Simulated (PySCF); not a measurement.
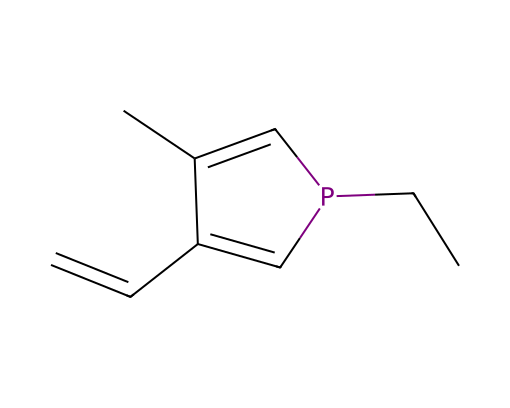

Computed geometry: GFN2-xTB optimisation. No frequency run is at hand to confirm it as a minimum. Method: PBE0/pcSseg-1, gas phase (PySCF 2.14.0).

### What is the dipole moment?

1.30 D.

### Give the LUMO energy (Kohn–Sham orbital) at this level.

−1.43 eV.

### Give the HOMO energy (Kohn–Sham orbital) at this level.

−6.25 eV.

The geometry is semi-empirical. Around P such bond lengths and angles can be off by a tenth of an ångström or more and by several degrees, and values that hang on the shape move with them.
